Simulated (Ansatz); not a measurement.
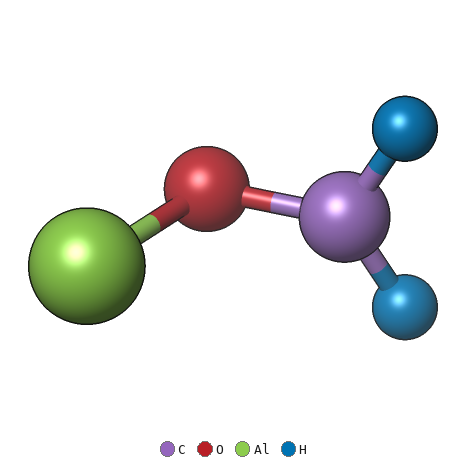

Every bond is drawn as one stick, whatever its order.

Charge 0, doublet. Computed geometry: PBE0-D4/def2-TZVP optimisation. No frequency run is at hand to confirm it as a minimum.

Describe the molecule.

It has 5 atoms: 1 carbon, 2 hydrogen, 1 aluminium and 1 oxygen (CH2AlO). This geometry has Cs symmetry. It is an open-shell species. Coordination, clear cases only: 1 O bent.

The parts below concern this one geometry. Atoms keep their numbers from picture to picture.

Shape

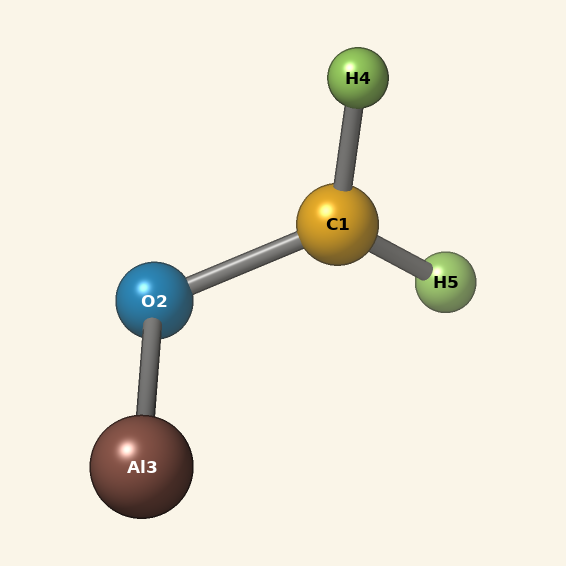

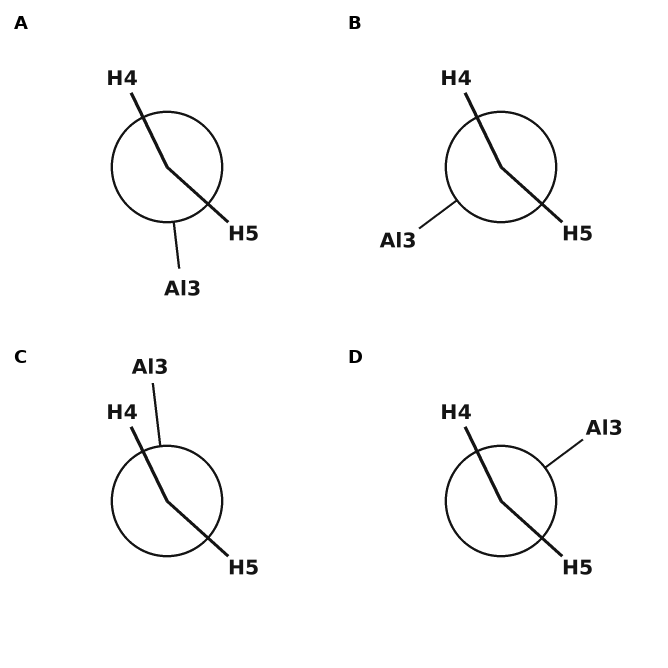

Distant atoms are faded towards the background colour. Bonds that would overlap in a projection are set slightly apart. No frequency run is at hand to confirm it as a minimum.

Which Newman projection shows the view along C1–O2, with C1 in front?

B. The torsion angle H4–C1–O2–Al3 is −101°, anticlinal.

Dipole moment

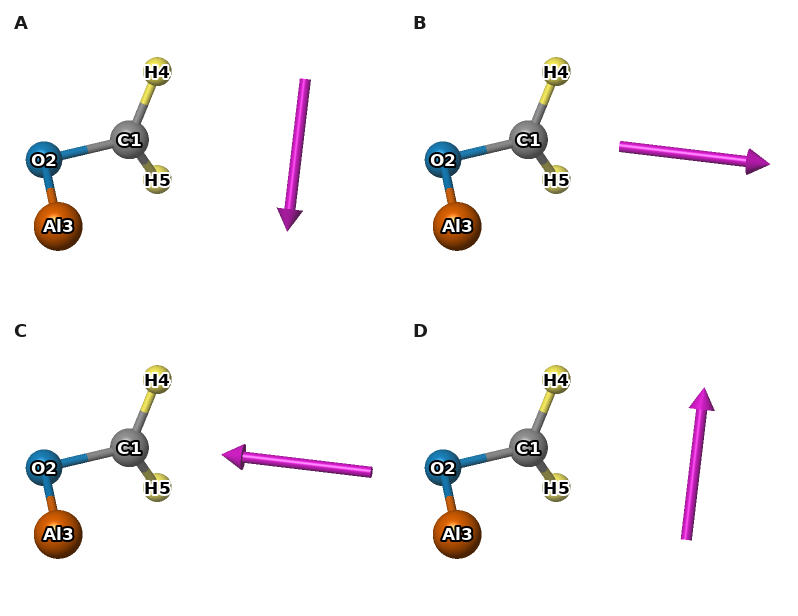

The same molecule four times, each with an arrow. No frequency run is at hand to confirm it as a minimum. Properties computed with UKS PBE0-D4/def2-TZVP (Ansatz 0.2.0).

Which arrow points along the dipole moment, from the negative to the positive end?

B. The dipole moment is 0.54 D; it points from the side of O2 to the side of H4, H5 (the outermost atoms at the two ends).

Electronic properties

No frequency run is at hand to confirm it as a minimum. Level of theory: UKS PBE-D4/def2-TZVPP (Ansatz 0.2.0).

What is the ⟨S²⟩ of the determinant?

0.755.

Charges

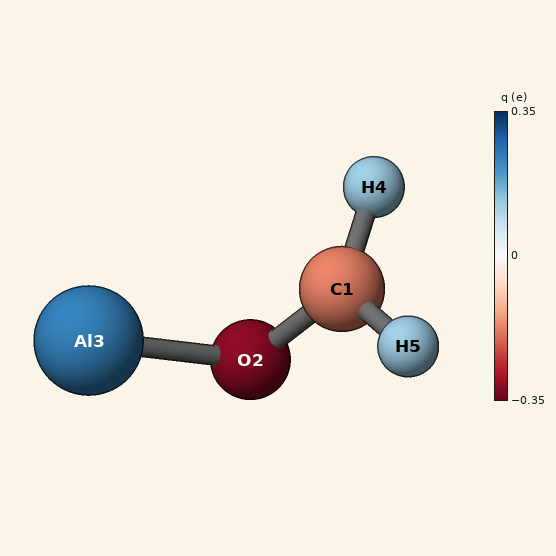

Atoms are coloured by their Mulliken charges. No frequency run is at hand to confirm it as a minimum. Level of theory: UKS PBE0-D4/def2-TZVP (Ansatz 0.2.0).

List the Mulliken charges.

```
atom  value (e)
  C1      −0.18
  O2      −0.31
 Al3       0.24
  H4       0.13
  H5       0.13
```

Mulliken values depend strongly on the basis set and can even reverse the polarity of a bond.
